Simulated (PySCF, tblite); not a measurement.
# C4H7FOSi: geometry, infrared bands and NMR shifts

Aim: predict the infrared bands and NMR shifts of C4H7FOSi (`C=CC(=O)[Si@@H](C)F`).

Programs: tblite 0.8.0 and PySCF 2.14.0, with density-fitted response routines of our own. Each step states its level of theory. These are calculated values for one molecule in the gas phase, unless marked as measured. Atoms count from 0, in the outputs and in this text.

## (1) The molecule as given

14 atoms, charge 0, multiplicity 1; geometry from: force field or distance geometry start.

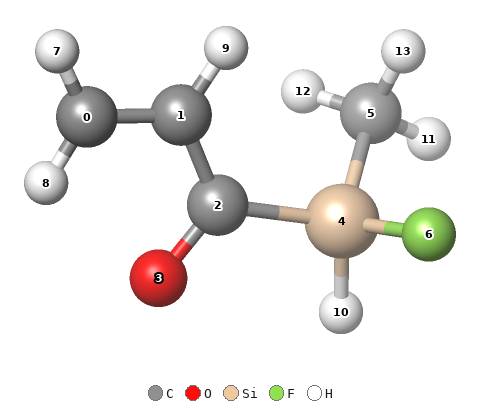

The starting geometry (carbon grey, oxygen red, silicon light orange, fluorine green, hydrogen white), atoms numbered.

## (2) Geometry optimisation with GFN2-xTB

Job settings and geometry (Å):

```
{"job": {"kind": "relax", "xc": "GFN2-xTB", "basis": "xTB"}, "charge": 0, "multiplicity": 1}
C      2.643200    -0.615200    -0.226500
C      1.373100    -0.455700     0.210200
C      0.617800     0.603400    -0.407900
O      1.196000     1.288800    -1.320000
Si    -1.108200     1.020600     0.011600
C     -2.099800    -0.568800     0.045900
F     -1.288800     1.851100     1.446700
H      3.243000    -1.387700     0.221500
H      2.996300     0.029400    -0.989300
H      0.968500    -1.100100     1.006200
H     -1.636000     1.875100    -1.097500
H     -3.147300    -0.272400    -0.131100
H     -1.692600    -1.228600    -0.711700
H     -2.066000    -1.040400     1.061300
```

On the command line:

```console
OMP_NUM_THREADS=1 python probes_run.py task.json out
```

This one command runs all jobs of the session in turn.

The log of the run:

```text
step      E/eV     max force
  0    -615.88114    4.321
  1    -616.10323    3.571
  2    -616.20573    0.686
  3    -616.23413    0.501
  4    -616.28497    0.586
  5    -616.30465    0.450
  6    -616.32903    0.349
  7    -616.34093    0.243
  8    -616.35161    0.277
  9    -616.36048    0.251
 10    -616.36922    0.245
 11    -616.37698    0.234
 12    -616.38319    0.235
 13    -616.38817    0.212
 14    -616.39290    0.172
 15    -616.39736    0.160
 16    -616.40116    0.179
 17    -616.40419    0.161
 18    -616.40672    0.115
 19    -616.40906    0.130
 20    -616.41121    0.145
 21    -616.41323    0.142
 22    -616.41521    0.135
 23    -616.41706    0.109
 24    -616.41855    0.108
 25    -616.41953    0.079
 26    -616.42012    0.052
 27    -616.42053    0.046
 28    -616.42087    0.042
 29    -616.42115    0.049
 30    -616.42140    0.043
 31    -616.42161    0.038
 32    -616.42179    0.031
 33    -616.42195    0.039
 34    -616.42214    0.044
 35    -616.42239    0.050
 36    -616.42269    0.043
 37    -616.42294    0.038
 38    -616.42311    0.042
 39    -616.42326    0.040
 40    -616.42346    0.043
 41    -616.42370    0.040
 42    -616.42391    0.036
 43    -616.42407    0.036
 44    -616.42423    0.039
 45    -616.42446    0.041
 46    -616.42477    0.044
 47    -616.42511    0.051
 48    -616.42544    0.054
 49    -616.42581    0.059
 50    -616.42635    0.076
 51    -616.42710    0.075
 52    -616.42782    0.065
 53    -616.42832    0.059
 54    -616.42861    0.048
 55    -616.42886    0.044
 56    -616.42914    0.044
 57    -616.42941    0.046
 58    -616.42963    0.036
 59    -616.42984    0.031
 60    -616.43001    0.028
 61    -616.43022    0.029
 62    -616.43044    0.029
 63    -616.43062    0.032
 64    -616.43079    0.038
 65    -616.43096    0.034
 66    -616.43117    0.041
 67    -616.43148    0.060
 68    -616.43196    0.071
 69    -616.43272    0.131
 70    -616.43299    0.145
 71    -616.43455    0.102
 72    -616.43587    0.130
 73    -616.43775    0.090
 74    -616.43898    0.117
 75    -616.44055    0.166
 76    -616.44193    0.185
 77    -616.44010    0.411
 78    -616.44395    0.072
 79    -616.44478    0.084
 80    -616.44682    0.132
 81    -616.44787    0.094
 82    -616.45169    0.075
 83    -616.45281    0.069
 84    -616.45313    0.077
 85    -616.45327    0.109
 86    -616.45359    0.062
 87    -616.45387    0.050
 88    -616.45430    0.069
 89    -616.45466    0.063
 90    -616.45497    0.058
 91    -616.45524    0.042
 92    -616.45554    0.047
 93    -616.45595    0.054
 94    -616.45641    0.069
 95    -616.45676    0.065
 96    -616.45705    0.050
 97    -616.45722    0.031
 98    -616.45730    0.030
 99    -616.45742    0.024
100    -616.45753    0.027
101    -616.45762    0.033
102    -616.45768    0.022
103    -616.45773    0.027
104    -616.45781    0.025
105    -616.45790    0.021
106    -616.45802    0.021
107    -616.45815    0.023
108    -616.45828    0.036
109    -616.45835    0.025
110    -616.45841    0.020
111    -616.45844    0.016
112    -616.45846    0.017
113    -616.45848    0.011
114    -616.45849    0.015
115    -616.45851    0.012
116    -616.45853    0.012
117    -616.45854    0.012
118    -616.45856    0.011
119    -616.45859    0.014
120    -616.45864    0.021
121    -616.45873    0.029
122    -616.45885    0.039
123    -616.45902    0.045
124    -616.45926    0.045
125    -616.45961    0.051
126    -616.46006    0.068
127    -616.45955    0.191
128    -616.46063    0.074
129    -616.46096    0.030
130    -616.46114    0.050
131    -616.46135    0.062
132    -616.46155    0.028
133    -616.46163    0.052
134    -616.46172    0.053
135    -616.46177    0.056
136    -616.46181    0.020
137    -616.46186    0.024
138    -616.46190    0.035
139    -616.46194    0.019
140    -616.46199    0.019
141    -616.46203    0.020
142    -616.46206    0.022
143    -616.46209    0.011
144    -616.46212    0.010
```

Wall time 1.4 s (1 thread of Arm Neoverse N1, shared host); peak memory 0.18 GiB.

Relaxation path: (not every step is listed)

```
step  energy from step 0 (eV)  largest force (eV/Å)
   0                   0.0000                4.3206
   1                  -0.2221                3.5705
   2                  -0.3246                0.6857
   3                  -0.3530                0.5008
   4                  -0.4038                0.5865
   5                  -0.4235                0.4499
   6                  -0.4479                0.3485
   7                  -0.4598                0.2430
   8                  -0.4705                0.2772
  21                  -0.5321                0.1420
  34                  -0.5410                0.0442
  47                  -0.5440                0.0515
  60                  -0.5489                0.0281
  73                  -0.5566                0.0902
  86                  -0.5725                0.0624
  99                  -0.5763                0.0244
 112                  -0.5773                0.0172
 125                  -0.5785                0.0514
 138                  -0.5808                0.0346
 139                  -0.5808                0.0188
 140                  -0.5809                0.0188
 141                  -0.5809                0.0203
 142                  -0.5809                0.0220
 143                  -0.5810                0.0114
 144                  -0.5810                0.0097
```

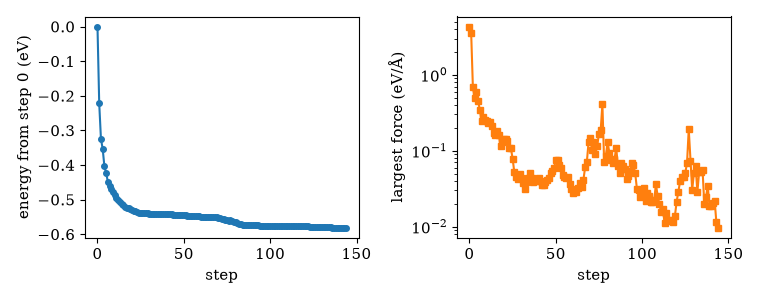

Energy and largest force along the relaxation.

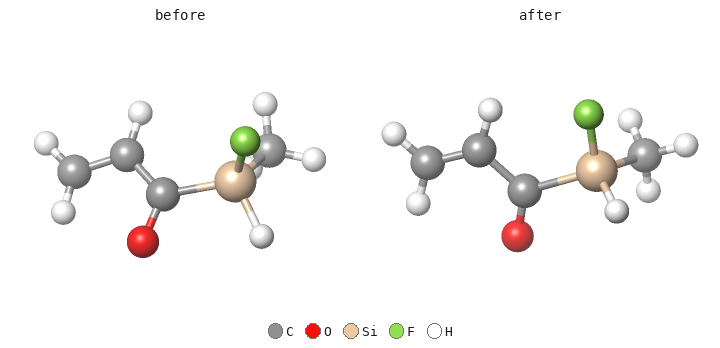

Before and after, at one scale.

Distances of close pairs at the start and the end, largest changes first:

```
   bond  before (Å)  after (Å)  change (Å)
 C2–Si4       1.825      1.925      +0.100
  C2–O3       1.279      1.218      -0.061
 Si4–F6       1.668      1.625      -0.043
Si4–H10       1.496      1.454      -0.043
  C1–C2       1.440      1.479      +0.039
 C5–H13       1.120      1.088      -0.032
  C0–C1       1.353      1.328      -0.025
  C1–H9       1.101      1.080      -0.021
```

The end geometry stands in the next job.

## (3) Infrared spectrum with GFN2-xTB

Job settings and geometry (Å):

```
{"job": {"kind": "ir", "xc": "GFN2-xTB", "basis": "xTB"}, "charge": 0, "multiplicity": 1}
C      2.866529    -0.434117    -0.037967
C      1.634831    -0.130114     0.354326
C      0.591837     0.280572    -0.611226
O      0.786600     0.258463    -1.813560
Si    -1.115935     0.854076     0.067140
C     -2.419079    -0.487578    -0.217740
F     -0.929728     1.041951     1.670148
H      3.643568    -0.722508     0.649714
H      3.122706    -0.394003    -1.085313
H      1.344795    -0.148972     1.394253
H     -1.455248     2.179162    -0.424642
H     -3.394187    -0.163160     0.134874
H     -2.510508    -0.729986    -1.271926
H     -2.166859    -1.404260     0.311292
```

The log of the run:

```text
mode    cm-1     km/mol
  1      15.3      6.09
  2      24.7      0.91
  3      88.7      0.29
  4     113.6      3.03
  5     140.1      9.30
  6     193.2     16.37
  7     252.4     20.52
  8     324.3      2.34
  9     386.1      2.50
 10     424.5     25.95
 11     585.4     82.15
 12     629.2     73.42
 13     674.8     31.05
 14     709.0     37.96
 15     743.0     48.55
 16     795.5     96.90
 17     832.3    154.35
 18     844.4    217.34
 19     912.9      3.18
 20    1013.4     30.32
 21    1019.6     28.41
 22    1069.6     10.22
 23    1288.3      3.53
 24    1368.1     17.83
 25    1376.7     11.03
 26    1465.5      1.17
 27    1469.2      1.82
 28    1627.1    126.67
 29    1692.9     87.32
 30    2338.5    247.22
 31    3023.0     15.52
 32    3039.7     16.21
 33    3053.6     10.30
 34    3084.7     13.10
 35    3092.7     10.37
 36    3126.2     25.67
```

It took 0.65 s on 1 thread of Arm Neoverse N1, shared host; peak memory 0.18 GiB.

The strongest bands and the atoms that carry them (share of the mass-weighted mode):

```
cm⁻¹  km/mol                                  atoms
 585    82.2                               H10 62 %
 629    73.4                               H10 79 %
 796    96.9   Si4 32 %, C5 25 %, H13 17 %, F6 16 %
 832   154.3  H13 33 %, H11 22 %, C5 16 %, Si4 11 %
 844   217.3  H12 29 %, H11 23 %, Si4 18 %, C5 14 %
1627   126.7     C1 34 %, C0 31 %, C2 18 %, O3 13 %
1693    87.3     C2 41 %, O3 28 %, C1 15 %, C0 13 %
2338   247.2                               H10 97 %
```

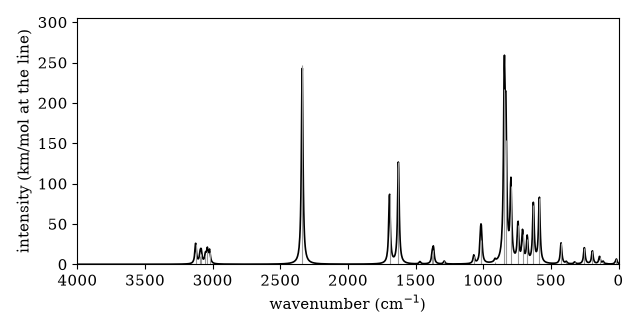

The infrared spectrum from these modes, unscaled. Lines are broadened to a width of 14 cm⁻¹ (Lorentzian).

## (4) Nuclear shieldings: PBE0/pcSseg-1

Settings changed since step 3:

```diff
@@ -1,2 +1,2 @@
-{"job": {"kind": "ir", "xc": "GFN2-xTB", "basis": "xTB"}, "charge": 0, "multiplicity": 1}
+{"job": {"kind": "nmr", "xc": "PBE0", "basis": "pcSseg-1"}, "charge": 0, "multiplicity": 1}
 C      2.866529    -0.434117    -0.037967
```

With the program's defaults for keys left out, this is: GIAO PBE0/pcSseg-1 NMR shielding, non-relativistic, gas phase.

The log of the run:

```text
coarse grid: 12480 points
cycle   1  E = -620.4778318720  dE =  7.383e-01  |g| = 9.282e-01  |ddm| = 3.403e+00
cycle   2  E = -619.9933603837  dE =  4.845e-01  |g| = 1.831e+00  |ddm| = 2.499e+00
cycle   3  E = -620.6283902704  dE = -6.350e-01  |g| = 2.706e-01  |ddm| = 1.991e+00
cycle   4  E = -620.6426773186  dE = -1.429e-02  |g| = 8.000e-02  |ddm| = 2.790e-01
cycle   5  E = -620.6436260492  dE = -9.487e-04  |g| = 2.410e-02  |ddm| = 7.209e-02
cycle   6  E = -620.6437342685  dE = -1.082e-04  |g| = 6.068e-03  |ddm| = 2.022e-02
cycle   7  E = -620.6437417419  dE = -7.473e-06  |g| = 1.520e-03  |ddm| = 6.200e-03
final grid: 117176 points
cycle   8  E = -620.6999420961  dE = -5.314e-06  |g| = 1.343e-02  |ddm| = 2.244e-02
cycle   9  E = -620.6998338609  dE =  1.082e-04  |g| = 2.723e-02  |ddm| = 3.215e-02
cycle  10  E = -620.6999771861  dE = -1.433e-04  |g| = 2.540e-03  |ddm| = 2.316e-02
cycle  11  E = -620.6999786025  dE = -1.416e-06  |g| = 2.600e-04  |ddm| = 1.898e-03
cycle  12  E = -620.6999786137  dE = -1.121e-08  |g| = 1.574e-04  |ddm| = 3.688e-04
cycle  13  E = -620.6999786198  dE = -6.136e-09  |g| = 3.515e-05  |ddm| = 1.457e-04
cycle  14  E = -620.6999786201  dE = -2.892e-10  |g| = 1.059e-05  |ddm| = 3.373e-05
converged SCF energy = -620.6999786201

GIAO shielding tensors (ppm)
atom      isotropic    diamagn.    paramagn.     s11        s22        s33       span
  0 C       53.335     252.869    -199.534    -54.393     31.060    183.338    237.731
  1 C       47.630     259.746    -212.116    -69.753     59.979    152.664    222.417
  2 C      -48.160     254.603    -302.763   -151.780    -91.120     98.420    250.200
  3 O     -467.666     400.981    -868.647  -1360.763   -465.966    423.731   1784.494
  4 Si     358.112     879.511    -521.400    281.218    371.155    421.961    140.743
  5 C      189.024     254.674     -65.650    177.553    194.119    195.402     17.849
  6 F      380.144     471.466     -91.321    362.523    382.854    395.056     32.533
  7 H       25.830      28.494      -2.664     24.129     25.342     28.020      3.891
  8 H       25.076      30.812      -5.736     22.795     23.830     28.603      5.807
  9 H       24.291      33.344      -9.053     18.745     23.561     30.566     11.822
 10 H       26.746      28.992      -2.245     23.327     25.331     31.580      8.254
 11 H       31.093      28.033       3.060     27.139     28.018     38.121     10.982
 12 H       31.562      30.576       0.986     26.972     28.716     38.998     12.025
 13 H       31.203      31.966      -0.763     27.053     29.015     37.541     10.488
```

Run time: 52 s. Hardware: 1 thread of Arm Neoverse N1, shared host; peak memory 0.75 GiB.

The references, computed at this level on geometries of the same kind, shield at (ppm): ¹H TMS 31.72, ¹³C TMS 186.9, ²⁹Si TMS 349.2, ¹⁹F CFCl3 170.9, ¹⁷O H2O 336.1. Their shielding less the atom's gives the shift. The references are single molecules in the gas phase, so shifts against H2O, NH3, PH3, H3PO4 or CFCl3 are not on the usual liquid scales and can be off by tens of ppm. Atoms listed in one row are averaged.

```
        atoms                                environment  σ (ppm)  δ (ppm)  δ scaled to CDCl3
           C2                            carbonyl carbon    -48.2    235.1              227.5
           C1                 α carbon of a C=C–C=O unit     47.6    139.3              134.0
           C0                 β carbon of a C=C–C=O unit     53.3    133.6              128.5
           C5                 methyl carbon bonded to Si    189.0     -2.1               -4.0
           H9  hydrogen on an α carbon of a C=C–C=O unit    24.29     7.43               7.11
           H8   hydrogen on a β carbon of a C=C–C=O unit    25.08     6.64               6.37
           H7   hydrogen on a β carbon of a C=C–C=O unit    25.83     5.89               5.66
          H10     hydrogen on a silicon bonded to 2 C, F    26.75     4.97                  –
H11, H12, H13   hydrogen on a methyl carbon bonded to Si    31.29     0.43               0.51
           O3                            carbonyl oxygen   -467.7    803.7                  –
          Si4                silicon bonded to 2 C, F, H    358.1     -9.0                  –
           F6                      fluorine bonded to Si    380.1   -209.2                  –
```

The scaled column applies a straight-line fit of computed shieldings to shifts measured in CDCl3, and one for carbons that bear F (root-mean-square error 0.16 ppm for H, 1.9 ppm for C).

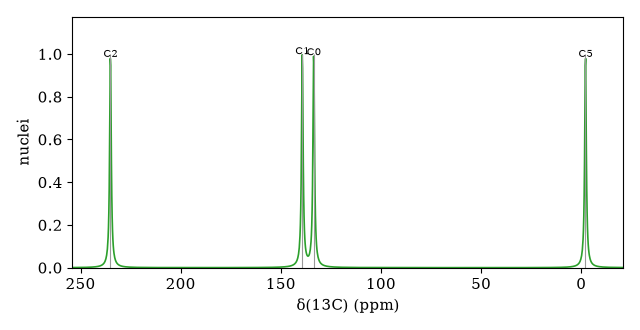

¹³C lines at the computed shifts, without couplings. Lines are broadened to a width of 0.95 ppm (Lorentzian).

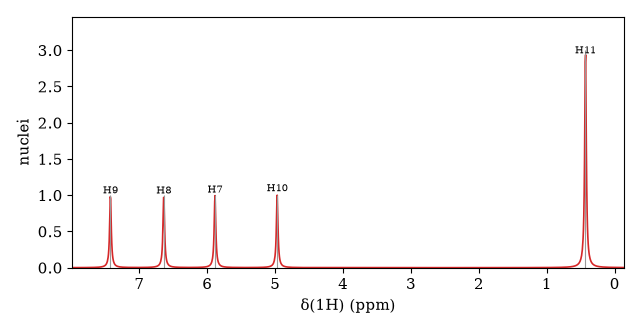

¹H lines at the computed shifts, without couplings. Lines are broadened to a width of 0.03 ppm (Lorentzian).

The run also stored atomic charges by several schemes (e):

```
atoms  Mulliken    IAO  Hirshfeld  ESP fit
   C0     -0.07  -0.23      -0.05    -0.27
   C1     -0.29  -0.21      -0.07    -0.20
   C2      0.01   0.10       0.06     0.33
   O3     -0.36  -0.40      -0.22    -0.44
  Si4      1.04   1.17       0.45     0.68
   C5     -0.65  -0.74      -0.21    -0.53
   F6     -0.44  -0.54      -0.21    -0.34
```

Hirshfeld charges:

C0 -0.05; C1 -0.07; C2 0.06; O3 -0.22; Si4 0.45; C5 -0.21; F6 -0.21; H7 0.06; H8 0.05; H9 0.04; H10 -0.07; H11 0.05; H12 0.05; H13 0.05

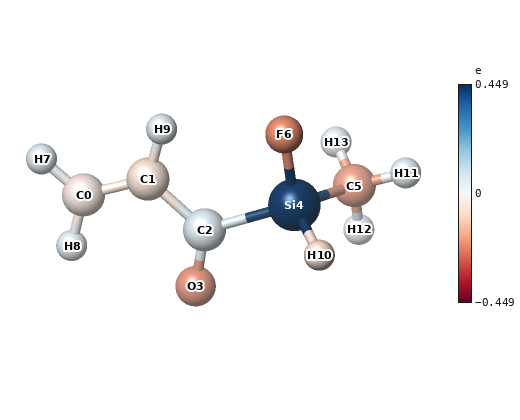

Hirshfeld charges, as colours on the atoms.

Mayer bond orders: C0–C1 1.91, C1–C2 0.97, C2–O3 1.91, C2–Si4 0.81, Si4–C5 0.97, Si4–F6 0.90.

Orbitals, density, ELF and potential are computed afterwards from the orbital file.

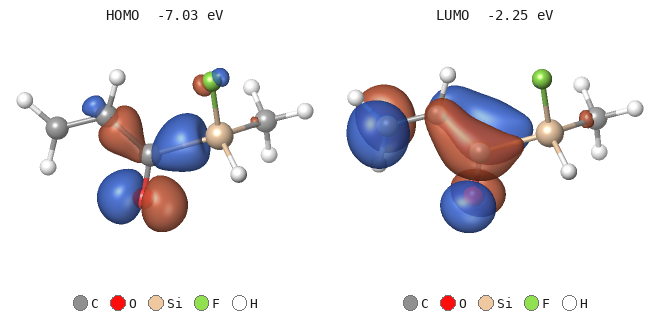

Frontier orbitals at PBE0/pcSseg-1; each surface holds 70 % of the orbital's density, blue and red mark the sign.

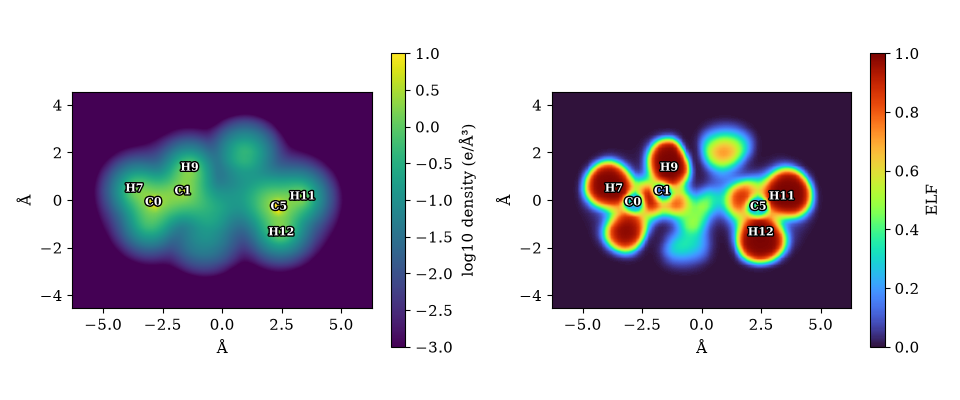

Density (left) and ELF (right) in a plane through or near 7 of the atoms.

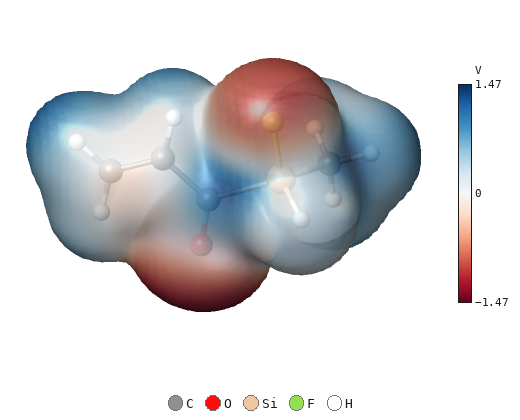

Electrostatic potential on the surface of density 0.002 e/bohr³; red is low, blue high. It runs from -1.47 V near O3 to 1.28 V near H10.

## (5) What came out

| quantity | value |
| --- | --- |
| strongest single infrared mode (GFN2-xTB) | 2338 cm⁻¹, 247 km/mol |
| zero-point energy (GFN2-xTB) | 61.2 kcal/mol |
| ¹³C shifts against TMS (PBE0/pcSseg-1) | 235.1, 139.3, 133.6, -2.1 ppm |
| ¹H shifts against TMS (PBE0/pcSseg-1, means over atoms taken as alike) | 7.43, 6.64, 5.89, 4.97, 0.43 ppm |
| ¹⁷O shifts against H2O (PBE0/pcSseg-1) | 803.7 ppm |
| ²⁹Si shifts against TMS (PBE0/pcSseg-1) | -9.0 ppm |
| ¹⁹F shifts against CFCl3 (PBE0/pcSseg-1) | -209.2 ppm |
| surface potential, least and greatest | -1.47 V and 1.28 V |

In words: Relaxing lowered the energy by 0.581 eV in 144 steps; the close pair that moved most is C2–Si4, from 1.825 to 1.925 Å. All 36 modes are real, so the xTB geometry is a minimum. The strongest single mode, at 2338 cm⁻¹, moves mainly H10. Unscaled tight-binding wavenumbers are off by several per cent, some by more. Its intensities can rank the bands wrongly. The most deshielded hydrogen is H9 (hydrogen on an α carbon of a C=C–C=O unit), at 7.43 ppm: attached to an sp2 carbon and in the plane of the double bond. At PBE0/pcSseg-1: The widest tensor belongs to O3: span 1784 ppm, with a paramagnetic part of -869 ppm. By nearest atom (PBE0/pcSseg-1), the HOMO sits on O3 53 %; C2 15 % and the LUMO on C2 28 %; O3 22 %.
